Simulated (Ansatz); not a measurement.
**CH₉NSi: geometry relaxation (part 2 of 2)**

The same run, continued: CH₉NSi; RKS PBE/6-31G* (Ansatz 0.2.0). The input holds or restrains some coordinates. Forces given for the steps count only the free coordinates. It belongs to a series of runs on one base structure; here: pulled along the bonds that form and break, towards end A.

Geometry of the input (Å):
```
Si 0.0000  0.0000  0.0000
N  0.0000  0.0000  2.1700
H  -0.8770  -0.2713  2.7000
H  0.8770  0.2713  2.7000
H  1.3768  0.0000  -0.4862
H  -0.6877  1.1914  -0.4862
C  -0.8808  -1.5259  -0.6227
H  -1.3804  -2.0377  0.2261
H  -1.6409  -1.2332  -1.3768
H  -0.1449  -2.2146  -1.0879
H  0.9186  -1.3949  0.5550
H  0.7292  -1.1073  1.5131
```

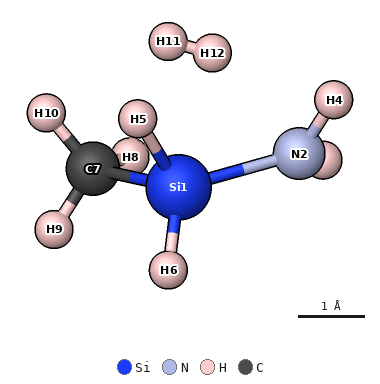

**Figure 1.** The geometry at step 3 of the log (ball-and-stick view, seen at a tilt; atoms are numbered from 1 in the order of the input).

## Output, continued
```
relax step   6: F+E_penalty+E_count = -10542.33412962 eV  Δ(F+E_penalty+E_count) = -2.945e-2 eV  max|allowed force component| = 1.470e0 eV/Å  E_restraint = 0.05350986 eV  max|allowed force component, restraints' pulls added| = 8.651e-1 eV/Å  Δτ_max = 0.2000 Å  (27 SCF iters, accepted)
  distance Si 0 - H 10 = 2.6736 Å
  distance H 11 - N 1 = 2.2689 Å
  distance Si 0 - N 1 = 1.7980 Å
  distance H 11 - H 10 = 0.7131 Å
these checks for a lower state are left out or cut short: starts, cluster_reference, orbital_swaps, neighbouring_geometries, increment
965 factors; their error is unknown
mean field -10542.37849254 eV, -387.4252637201 hartree, gradient 9.7e-6 eV, S^2 0.000000; 0 other end points of the search recorded, 0 dependent functions left out
the calculation of the forces begins
reference -10542.37852196 eV, -387.4252648013 hartree; 18, 18 occupied and 49, 49 virtual orbitals, 965 factors
relax step   7: F+E_penalty+E_count = -10542.37849254 eV  Δ(F+E_penalty+E_count) = -4.436e-2 eV  max|allowed force component| = 1.212e0 eV/Å  E_restraint = 0.06052823 eV  max|allowed force component, restraints' pulls added| = 2.715e-1 eV/Å  Δτ_max = 0.1193 Å  (27 SCF iters, accepted)
  distance Si 0 - H 10 = 2.6762 Å
  distance H 11 - N 1 = 2.2707 Å
  distance Si 0 - N 1 = 1.7911 Å
  distance H 11 - H 10 = 0.7132 Å
these checks for a lower state are left out or cut short: starts, cluster_reference, orbital_swaps, neighbouring_geometries, increment
965 factors; their error is unknown
mean field evaluation 64: about -10542.3896 eV, gradient 1.9e-1 eV
mean field -10542.38970188 eV, -387.4256756557 hartree, gradient 8.4e-6 eV, S^2 0.000000; 0 other end points of the search recorded, 0 dependent functions left out
the calculation of the forces begins
reference -10542.38973148 eV, -387.4256767436 hartree; 18, 18 occupied and 49, 49 virtual orbitals, 965 factors
relax step   8: F+E_penalty+E_count = -10542.38970188 eV  Δ(F+E_penalty+E_count) = -1.121e-2 eV  max|allowed force component| = 1.235e0 eV/Å  E_restraint = 0.06271796 eV  max|allowed force component, restraints' pulls added| = 1.374e-1 eV/Å  Δτ_max = 0.0757 Å  (27 SCF iters, accepted)
  distance Si 0 - H 10 = 2.6787 Å
  distance H 11 - N 1 = 2.2730 Å
  distance Si 0 - N 1 = 1.7901 Å
  distance H 11 - H 10 = 0.7126 Å
965 factors; their error is unknown
mean field -10542.38970188 eV, -387.4256756557 hartree, gradient 1.4e-5 eV, S^2 0.000000; 1 other end points of the search recorded, 0 dependent functions left out
the calculation of the forces begins
reference -10542.38973148 eV, -387.4256767436 hartree; 18, 18 occupied and 49, 49 virtual orbitals, 965 factors
Total energy: -10542.38973148 eV, -387.4256767436 hartree
Atom 0 at    -0.106820     0.123003     0.120266 Å, force    -0.302233     0.335710     0.721667 eV/Å
Atom 1 at    -0.178710     0.200354     1.907221 Å, force    -0.075447     0.130401    -0.720749 eV/Å
Atom 2 at    -0.749408    -0.470659     2.421745 Å, force     0.040634     0.033154    -0.052175 eV/Å
Atom 3 at     0.669250     0.433241     2.424894 Å, force    -0.080693    -0.001058    -0.025275 eV/Å
Atom 4 at     1.330859     0.217600    -0.302847 Å, force     0.020468    -0.013285    -0.027903 eV/Å
Atom 5 at    -0.784993     1.324029    -0.477204 Å, force    -0.020898     0.045547     0.001489 eV/Å
Atom 6 at    -0.981868    -1.419359    -0.560850 Å, force     0.025799    -0.025526    -0.008533 eV/Å
Atom 7 at    -1.593362    -1.906801     0.218466 Å, force    -0.019213     0.013615    -0.011468 eV/Å
Atom 8 at    -1.651958    -1.152081    -1.395974 Å, force     0.032323     0.008137     0.039633 eV/Å
Atom 9 at    -0.261619    -2.168807    -0.928870 Å, force    -0.004262     0.002128     0.028404 eV/Å
Atom 10 at     1.439445    -1.918016     0.906772 Å, force     0.901488    -1.084614    -1.180371 eV/Å
Atom 11 at     1.159083    -1.584703     1.470783 Å, force    -0.517967     0.555792     1.235283 eV/Å
Dipole moment:     0.005991    -0.279436     0.146916 e Å
```

## Trajectory as extended XYZ (Å, eV, eV/Å), 8 frames, from step=1 to step=8
```
12
Properties=species:S:1:pos:R:3:forces:R:3 step=1 energy=-10539.59121
Si    0.0000    0.0000    0.0000    0.5454  -0.9055   2.3161
N     0.0000    0.0000    2.1700    0.1881  -0.2560  -1.4475
H    -0.8770   -0.2713    2.7000    1.4611   0.6878  -0.3813
H     0.8770    0.2713    2.7000   -1.7110   0.1977  -0.3451
H     1.3768    0.0000   -0.4862    0.5953   0.9648  -0.5700
H    -0.6877    1.1914   -0.4862   -0.5687   0.9563   0.1676
C    -0.8808   -1.5259   -0.6227   -0.8078   0.0247  -0.4513
H    -1.3804   -2.0377    0.2261    0.0555  -0.0319  -0.3143
H    -1.6409   -1.2332   -1.3768   -0.0818  -0.2498   0.1085
H    -0.1449   -2.2146   -1.0879   -0.2528   0.1510   0.1873
H     0.9186   -1.3949    0.5550    0.8309  -0.8661   2.1638
H     0.7292   -1.1073    1.5131   -0.2543  -0.6732  -1.4336
12
Properties=species:S:1:pos:R:3:forces:R:3 step=2 energy=-10540.34092
Si   -0.0628    0.0924    0.0404    1.5064  -2.3974   3.0894
N    -0.0522    0.0971    2.1402    0.2997   0.6051  -1.4405
H    -0.8693   -0.2651    2.6970    1.1481   0.5750  -0.6934
H     0.8554    0.2731    2.6912   -1.9607  -0.1619  -1.0316
H     1.3667    0.0123   -0.4855   -0.3936   0.7320   0.2209
H    -0.7023    1.2159   -0.4894   -1.1218   1.9570  -0.5082
C    -0.8826   -1.5135   -0.6205   -0.3410   0.3210   0.0971
H    -1.3801   -2.0376    0.2227    0.0166  -0.0003  -0.3182
H    -1.6427   -1.2357   -1.3765   -0.0344  -0.1729   0.0963
H    -0.1473   -2.2103   -1.0849   -0.2263   0.3722   0.2513
H     1.0085   -1.5281    0.6651    0.6281  -0.7261   1.2050
H     0.7985   -1.2226    1.4046    0.4790  -1.1039  -0.9680
12
Properties=species:S:1:pos:R:3:forces:R:3 step=3 energy=-10540.86890
Si   -0.1309    0.1895    0.1169    2.5401  -3.9833   2.6722
N    -0.1142    0.2247    2.0943    0.7169   0.3540  -0.6596
H    -0.8553   -0.2566    2.6769    0.9655   0.5517  -1.1010
H     0.8211    0.2664    2.6614   -2.1167  -0.0734  -1.6055
H     1.3452    0.0210   -0.4681   -1.0634   0.8424   0.7077
H    -0.7258    1.2575   -0.5048   -1.4084   2.4564  -0.8793
C    -0.8818   -1.4993   -0.6109   -0.2856   0.7376   0.3591
H    -1.3811   -2.0385    0.2187   -0.0611  -0.0348  -0.2543
H    -1.6409   -1.2374   -1.3735   -0.0196  -0.1420   0.1088
H    -0.1495   -2.2012   -1.0792   -0.1143   0.5774   0.3271
H     1.1043   -1.6729    0.7354    1.1647  -1.6163  -1.6414
H     0.8987   -1.3753    1.3372   -0.3182   0.3302   1.9661
12
Properties=species:S:1:pos:R:3:forces:R:3 step=4 energy=-10541.59686
Si   -0.1439    0.2121    0.1826    1.4152  -2.5135   0.5111
N    -0.1444    0.2985    2.0437    0.7065  -0.2697   0.2523
H    -0.8340   -0.2427    2.6317    0.5834   0.5791  -1.1356
H     0.7752    0.2702    2.6080   -1.5367   0.1921  -1.4828
H     1.3034    0.0546   -0.4339   -0.8109   0.7370   0.7816
H    -0.7610    1.3181   -0.5186   -0.5794   0.9451  -0.0261
C    -0.8903   -1.4780   -0.5966   -0.1375   0.6617   0.4352
H    -1.3879   -2.0412    0.2137   -0.1357  -0.0762  -0.1444
H    -1.6442   -1.2381   -1.3696   -0.0290  -0.0027   0.1338
H    -0.1516   -2.1738   -1.0651   -0.0563   0.5987   0.3409
H     1.2101   -1.8302    0.7804    1.0731  -1.4938  -1.4680
H     0.9584   -1.4716    1.3278   -0.4928   0.6421   1.8020
12
Properties=species:S:1:pos:R:3:forces:R:3 step=5 energy=-10542.30468
Si   -0.1141    0.1557    0.1399   -0.5685  -0.3826   0.5571
N    -0.1374    0.2890    1.9284    0.3135  -0.2706   0.4570
H    -0.8281   -0.2373    2.4991    0.3220   0.3663  -0.6392
H     0.7540    0.3039    2.4751   -0.7376   0.0852  -0.7692
H     1.3047    0.2171   -0.3243    0.1359   0.0739   0.0570
H    -0.7992    1.3387   -0.4679   -0.1152   0.1037  -0.0060
C    -0.9521   -1.4563   -0.5653    0.4924   0.3256   0.0471
H    -1.4502   -2.0668    0.2091    0.0223   0.1056  -0.0153
H    -1.6867   -1.2190   -1.3534    0.0068   0.0387   0.0631
H    -0.1551   -2.0853   -1.0204   -0.2669   0.1121   0.1108
H     1.3188   -1.9654    0.8723    0.8809  -1.1504  -1.1011
H     1.0354   -1.5965    1.4118   -0.4856   0.5924   1.2387
12
Properties=species:S:1:pos:R:3:forces:R:3 step=6 energy=-10542.33413
Si   -0.1185    0.1262    0.1228    0.1049   1.1363   0.5328
N    -0.1480    0.2564    1.9159   -0.1860   0.3410  -1.4702
H    -0.7708   -0.3868    2.3794   -0.1754  -0.2751   0.4965
H     0.7293    0.3901    2.4057    0.1165  -0.0785   0.1836
H     1.3299    0.2212   -0.3351   -0.2843   0.0354   0.1008
H    -0.8451    1.3456   -0.4561    0.2208  -0.3644   0.1025
C    -0.9321   -1.4303   -0.5635   -0.1062   0.0504   0.1673
H    -1.4415   -1.9775    0.2445   -0.0444  -0.1556   0.0094
H    -1.6909   -1.1672   -1.3158    0.0586  -0.0722  -0.1177
H    -0.1650   -2.0888   -0.9988   -0.1251  -0.0835  -0.0823
H     1.3449   -1.9598    0.9322    0.9985  -1.0433  -1.1025
H     0.9977   -1.6513    1.4733   -0.5777   0.5094   1.1797
12
Properties=species:S:1:pos:R:3:forces:R:3 step=7 energy=-10542.37849
Si   -0.0925    0.1386    0.1061   -0.4038   0.3929   0.9023
N    -0.1919    0.1990    1.8934    0.1363   0.3269  -0.8428
H    -0.7831   -0.4623    2.3914    0.0058  -0.0568   0.0006
H     0.6614    0.4046    2.4116   -0.0839   0.0103   0.0862
H     1.3481    0.2370   -0.3185   -0.0346  -0.0100   0.0236
H    -0.7878    1.3407   -0.4848    0.0551  -0.0472  -0.0051
C    -0.9565   -1.4166   -0.5299   -0.0699  -0.0619  -0.1442
H    -1.5357   -1.9208    0.2654    0.0423   0.0709  -0.0312
H    -1.6562   -1.1515   -1.3387   -0.0117  -0.0724  -0.0449
H    -0.2288   -2.1455   -0.9217   -0.0400  -0.0342  -0.0189
H     1.4075   -1.9358    0.8862    0.9367  -1.0605  -1.1377
H     1.1055   -1.6095    1.4438   -0.5322   0.5420   1.2120
12
Properties=species:S:1:pos:R:3:forces:R:3 step=8 energy=-10542.38970
Si   -0.1068    0.1230    0.1203   -0.3022   0.3357   0.7217
N    -0.1787    0.2004    1.9072   -0.0754   0.1304  -0.7207
H    -0.7494   -0.4707    2.4217    0.0406   0.0332  -0.0522
H     0.6693    0.4332    2.4249   -0.0807  -0.0011  -0.0253
H     1.3309    0.2176   -0.3028    0.0205  -0.0133  -0.0279
H    -0.7850    1.3240   -0.4772   -0.0209   0.0455   0.0015
C    -0.9819   -1.4194   -0.5608    0.0258  -0.0255  -0.0085
H    -1.5934   -1.9068    0.2185   -0.0192   0.0136  -0.0115
H    -1.6520   -1.1521   -1.3960    0.0323   0.0081   0.0396
H    -0.2616   -2.1688   -0.9289   -0.0043   0.0021   0.0284
H     1.4394   -1.9180    0.9068    0.9015  -1.0846  -1.1804
H     1.1591   -1.5847    1.4708   -0.5180   0.5558   1.2353
```

## Results in brief

```csv
quantity,value
outcome,converged under the restraints of the input
total energy,−10542.3897 eV
mean-field energy,−10542.3897 eV
"largest force (length of the vector) at the end, held atoms and coordinates included",1.839 eV/Å
hardware,"1 thread of Intel Xeon (Sapphire Rapids), 16 GiB of memory available, shared host"
wall time,14 s
peak memory,0.15 GiB
```
